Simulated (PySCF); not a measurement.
# [Eu(PH3)]3+: forces at shaken geometries

How stiff is [Eu(PH3)]3+? Its atoms are displaced at random by several amounts. The structure is generated, not taken from experiment.

The runs use PySCF 2.14.0; r2SCAN, Eu lcecp-1-SVP with ECP52, P def2-SVP, H def2-SVP; scalar-relativistic core potentials, no spin–orbit coupling.

4 further runs of the same task are left out: 2 for a known fault of the program, 1 that didn't finish, 1 set aside as unsound or not needed.

## 1. The starting structure

5 atoms, charge 3, spin multiplicity 1.

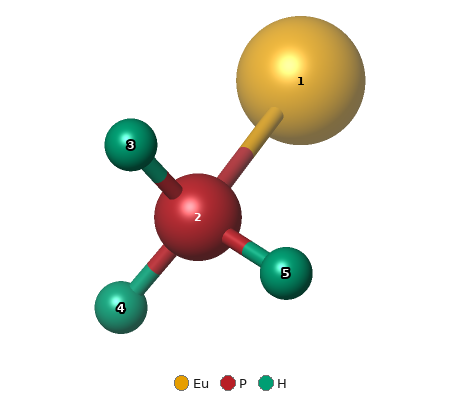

The structure; europium amber, phosphorus red, hydrogen teal; atoms are numbered from 1 in the order of the file.

As a file:

```
Eu    0.0000    0.0000   -0.4427
P     0.0000    0.0000    2.5120
H     1.3248    0.0000    3.0467
H    -0.6624    1.1473    3.0467
H    -0.6624   -1.1473    3.0467
```

Formal oxidation states: Eu +3. Each metal's 6 4f electrons lie in its core potential, so multiplicities, spins and levels count the valence alone. An earlier session relaxed this geometry at r2SCAN, Eu lcecp-1-SVP with ECP52, P def2-SVP, H def2-SVP (singlet, point group C3v).

Its energy there is -377.017797 Eh.

## 2. Atoms moved at random, σ = 0.1 Å

run.py (the lines that set the calculation) reads:

```python
mol = gto.M(atom='''
Eu    -0.09615     0.01401    -0.54642
P      0.11789    -0.14625     2.56343
H      1.41570     0.10710     2.96229
H     -0.69325     1.15967     3.10935
H     -0.74419    -1.13453     3.12081''',
    basis={'Eu': 'lcecp-1-SVP', 'P': 'def2-SVP', 'H': 'def2-SVP'},
    ecp={'Eu': 'lcecp-1-SVP'},
    charge=3, spin=0)
mf = dft.RKS(mol, xc='R2SCAN')
mf.grids.atom_grid = (50, 194)  # f atoms: unpruned, at least (60, 302)
mf = mf.density_fit()  # fitting sets: Eu AutoAux, P def2-universal-JKFIT, H def2-universal-JKFIT
mf.conv_tol = 1e-08; mf.max_cycle = 55
mf.kernel(dm0)  # dm0: the density of the relaxed state
```

The run is started by

```sh
$ OMP_NUM_THREADS=2 python run.py
```

Standard output:

```text
init E= -376.817411163718
  HOMO = -0.882325533854004  LUMO = -0.760695543518268  gap/eV = 3.30972
cycle= 1 E= -376.990340169663  delta_E= -0.173  |g|= 0.11  |ddm|= 0.382
  HOMO = -0.810393466555702  LUMO = -0.73576096389934  gap/eV = 2.03085
cycle= 2 E= -376.979796890419  delta_E= 0.0105  |g|= 0.175  |ddm|= 0.531
  HOMO = -0.827159421931814  LUMO = -0.718174683269028  gap/eV = 2.96563
cycle= 3 E= -376.995346782308  delta_E= -0.0155  |g|= 0.0376  |ddm|= 0.415
  HOMO = -0.826764206263121  LUMO = -0.724262588965584  gap/eV = 2.78921
cycle= 4 E= -376.996169159278  delta_E= -0.000822  |g|= 0.00541  |ddm|= 0.0869
  HOMO = -0.827745877063318  LUMO = -0.725019970733938  gap/eV = 2.79531
cycle= 5 E= -376.996178879439  delta_E= -9.72e-06  |g|= 0.00204  |ddm|= 0.00969
  HOMO = -0.827696019665339  LUMO = -0.724589497684603  gap/eV = 2.80567
cycle= 6 E= -376.996181548098  delta_E= -2.67e-06  |g|= 0.00039  |ddm|= 0.00464
  HOMO = -0.827742688407614  LUMO = -0.724583907362106  gap/eV = 2.80709
cycle= 7 E= -376.996181609513  delta_E= -6.14e-08  |g|= 6.78e-05  |ddm|= 0.00061
  HOMO = -0.827745094231712  LUMO = -0.724588935067159  gap/eV = 2.80702
cycle= 8 E= -376.996181611353  delta_E= -1.84e-09  |g|= 9.78e-06  |ddm|= 0.000141
  HOMO = -0.827745683177358  LUMO = -0.72458791518287  gap/eV = 2.80707
Extra cycle  E= -376.996181611365  delta_E= -1.2e-11  |g|= 7.78e-06  |ddm|= 3.44e-05
converged SCF energy = -376.996181611365
```

Run time: 1.9 s. Hardware: 2 threads of Arm Neoverse V2, shared host.

Read off: E = -376.996182 Eh (+0.588 eV from the relaxed state), HOMO -22.52 eV, LUMO -19.72 eV, Mulliken charge on Eu1 +2.31 e, largest force component 3.004 eV/Å. 

| atom | Fx | Fy | Fz (eV/Å) |
| --- | --- | --- | --- |
| Eu1 | 0.048 | -0.080 | 0.616 |
| P2 | -3.004 | 2.842 | -0.578 |
| H3 | 0.963 | -0.379 | 0.687 |
| H4 | 1.395 | -1.951 | -0.959 |
| H5 | 0.598 | -0.433 | 0.235 |

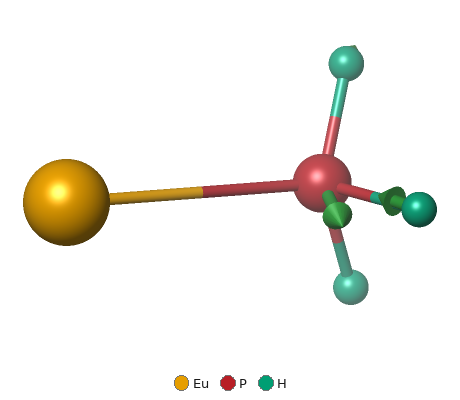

Forces as arrows, the longest for the largest force.

## 3. Atoms moved at random, σ = 0.06 Å

run.py (the lines that set the calculation) reads:

```python
mol = gto.M(atom='''
Eu     0.00664    -0.04422    -0.41403
P     -0.04474    -0.03853     2.40455
H      1.37025     0.02626     3.02730
H     -0.67957     1.21579     3.14579
H     -0.65257    -1.15930     3.04585''',
    basis={'Eu': 'lcecp-1-SVP', 'P': 'def2-SVP', 'H': 'def2-SVP'},
    ecp={'Eu': 'lcecp-1-SVP'},
    charge=3, spin=0)
mf = dft.RKS(mol, xc='R2SCAN')
mf.grids.atom_grid = (50, 194)  # f atoms: unpruned, at least (60, 302)
mf = mf.density_fit()  # fitting sets: Eu AutoAux, P def2-universal-JKFIT, H def2-universal-JKFIT
mf.conv_tol = 1e-08; mf.max_cycle = 55
mf.kernel(dm0)  # dm0: the density of the relaxed state
```

The run is started by

```sh
$ OMP_NUM_THREADS=2 python run.py
```

Standard output:

```text
init E= -376.883667348509
  HOMO = -0.902441465009044  LUMO = -0.749516829653355  gap/eV = 4.16129
cycle= 1 E= -376.999203291469  delta_E= -0.116  |g|= 0.0968  |ddm|= 0.331
  HOMO = -0.854670847560365  LUMO = -0.744131803018493  gap/eV = 3.00792
cycle= 2 E= -376.991383830061  delta_E= 0.00782  |g|= 0.155  |ddm|= 0.455
  HOMO = -0.866714551776995  LUMO = -0.728697108544217  gap/eV = 3.75565
cycle= 3 E= -377.003829637367  delta_E= -0.0124  |g|= 0.0123  |ddm|= 0.306
  HOMO = -0.867148881894383  LUMO = -0.731878137202701  gap/eV = 3.68090
cycle= 4 E= -377.003910788756  delta_E= -8.12e-05  |g|= 0.00304  |ddm|= 0.0317
  HOMO = -0.867363433336339  LUMO = -0.731786985434654  gap/eV = 3.68922
cycle= 5 E= -377.003915105342  delta_E= -4.32e-06  |g|= 0.000837  |ddm|= 0.00514
  HOMO = -0.867401340868036  LUMO = -0.731711057408623  gap/eV = 3.69232
cycle= 6 E= -377.003915421441  delta_E= -3.16e-07  |g|= 0.000119  |ddm|= 0.00138
  HOMO = -0.867415130294157  LUMO = -0.731719580467313  gap/eV = 3.69246
cycle= 7 E= -377.003915425895  delta_E= -4.45e-09  |g|= 5.13e-05  |ddm|= 0.000218
  HOMO = -0.867404121815104  LUMO = -0.731710639076599  gap/eV = 3.69241
Extra cycle  E= -377.003915425385  delta_E= 5.1e-10  |g|= 6.24e-05  |ddm|= 0.000149
converged SCF energy = -377.003915425385
```

Wall time 1.9 s (2 threads of Arm Neoverse V2, shared host).

Read off: E = -377.003915 Eh (+0.378 eV from the relaxed state), HOMO -23.60 eV, LUMO -19.91 eV, Mulliken charge on Eu1 +2.33 e, largest force component 2.563 eV/Å. 

```
atom      Fx      Fy  Fz (eV/Å)
 Eu1  -0.022   0.013     -0.519
  P2   0.905   1.968      2.563
  H3  -1.476  -0.197     -0.816
  H4   0.677  -1.626     -1.176
  H5  -0.083  -0.157     -0.052
```

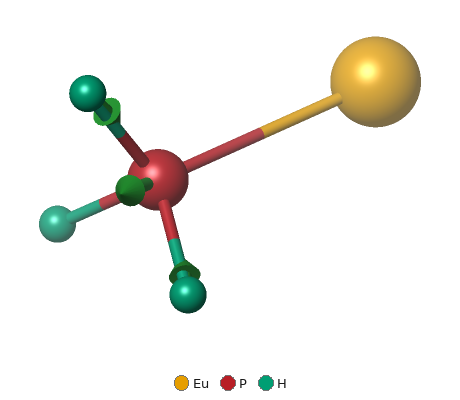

Forces as arrows, the longest for the largest force.

## 4. Atoms moved at random, σ = 0.15 Å

run.py (the lines that set the calculation) reads:

```python
mol = gto.M(atom='''
Eu    -0.01138    -0.06763    -0.61172
P      0.13395    -0.02145     2.40604
H      1.12332    -0.21253     2.94338
H     -0.67459     1.25130     3.19477
H     -0.57130    -0.94969     3.27699''',
    basis={'Eu': 'lcecp-1-SVP', 'P': 'def2-SVP', 'H': 'def2-SVP'},
    ecp={'Eu': 'lcecp-1-SVP'},
    charge=3, spin=0)
mf = dft.RKS(mol, xc='R2SCAN')
mf.grids.atom_grid = (50, 194)  # f atoms: unpruned, at least (60, 302)
mf = mf.density_fit()  # fitting sets: Eu AutoAux, P def2-universal-JKFIT, H def2-universal-JKFIT
mf.conv_tol = 1e-08; mf.max_cycle = 55
mf.kernel(dm0)  # dm0: the density of the relaxed state
```

The run is started by

```sh
$ OMP_NUM_THREADS=2 python run.py
```

Standard output:

```text
init E= -376.85562877108
  HOMO = -0.885720433301515  LUMO = -0.748199485948609  gap/eV = 3.74214
cycle= 1 E= -376.925375711565  delta_E= -0.0697  |g|= 0.134  |ddm|= 0.553
  HOMO = -0.808963263779951  LUMO = -0.756298092330017  gap/eV = 1.43309
cycle= 2 E= -376.891549419766  delta_E= 0.0338  |g|= 0.273  |ddm|= 0.758
  HOMO = -0.840282214021343  LUMO = -0.728717875128836  gap/eV = 3.03582
cycle= 3 E= -376.934156185467  delta_E= -0.0426  |g|= 0.0355  |ddm|= 0.577
  HOMO = -0.838757093357263  LUMO = -0.735787060731314  gap/eV = 2.80196
cycle= 4 E= -376.934868717117  delta_E= -0.000713  |g|= 0.00876  |ddm|= 0.0882
  HOMO = -0.839307758046132  LUMO = -0.736009968652445  gap/eV = 2.81088
cycle= 5 E= -376.934894769859  delta_E= -2.61e-05  |g|= 0.00366  |ddm|= 0.0154
  HOMO = -0.839433205650689  LUMO = -0.735486835682448  gap/eV = 2.82852
cycle= 6 E= -376.93490195567  delta_E= -7.19e-06  |g|= 0.000905  |ddm|= 0.00686
  HOMO = -0.839496482901975  LUMO = -0.735460885734338  gap/eV = 2.83095
cycle= 7 E= -376.934902278121  delta_E= -3.22e-07  |g|= 0.000115  |ddm|= 0.00128
  HOMO = -0.839497852184813  LUMO = -0.735460993366285  gap/eV = 2.83099
cycle= 8 E= -376.934902283389  delta_E= -5.27e-09  |g|= 4.47e-05  |ddm|= 0.000218
  HOMO = -0.839502599660193  LUMO = -0.735466482716699  gap/eV = 2.83097
Extra cycle  E= -376.934902283413  delta_E= -2.36e-11  |g|= 4.41e-05  |ddm|= 0.000124
converged SCF energy = -376.934902283413
```

It took 2 s on 2 threads of Arm Neoverse V2, shared host.

Read off: E = -376.934902 Eh (+2.256 eV from the relaxed state), HOMO -22.84 eV, LUMO -20.01 eV, Mulliken charge on Eu1 +2.39 e, largest force component 12.666 eV/Å. 

| atom | Fx | Fy | Fz (eV/Å) |
| --- | --- | --- | --- |
| Eu1 | 0.016 | -0.062 | 0.510 |
| P2 | -12.666 | 3.491 | -3.347 |
| H3 | 11.249 | -1.404 | 5.310 |
| H4 | 1.672 | -1.739 | -1.565 |
| H5 | -0.271 | -0.285 | -0.909 |

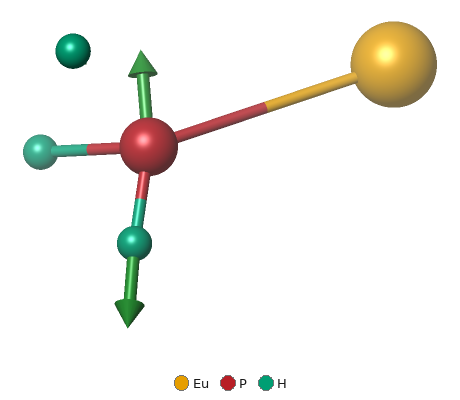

Forces as arrows, the longest for the largest force.

## 5. Results

| σ (Å) | energy rise (eV) | harmonic estimate −½ F·u (eV) | largest force component (eV/Å) |
| --- | --- | --- | --- |
| 0.1 | 0.588 | 0.522 | 3.00 |
| 0.06 | 0.378 | 0.351 | 2.56 |
| 0.15 | 2.256 | 2.369 | 12.67 |

Every displacement raises the energy. For a harmonic well the rise equals −½ F·u; the two differ by at most 11 % here (a move with σ = 0.1 Å), from anharmonicity, the grid and the small forces left at the relaxed point. These are double-zeta-type bases without diffuse functions. Spin–orbit coupling is left out.
